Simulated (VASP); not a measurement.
Band structure of FeCo (relaxed from the CsCl structure, space group Pm-3m). Level of theory: PBEsol GGA, VASP's PBE PAW potentials (set 64) (plane waves; VASP).

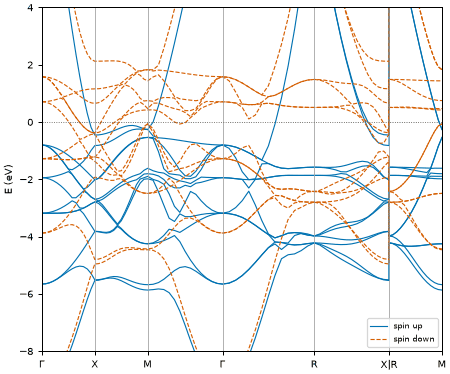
*Bands along high-symmetry lines, zero at the valence-band maximum or, without a gap, the Fermi level*

**Question.** Read the plot: is there a gap, and where are the band edges?

**Answer.** It has no gap at this level: it comes out as a metal or semimetal. (Edges off the drawn lines would not show.)

The structure was generated: FeCo was put into the CsCl type (Pm-3m), which need not be its known phase. It was relaxed first, which changed the volume by +7 %.
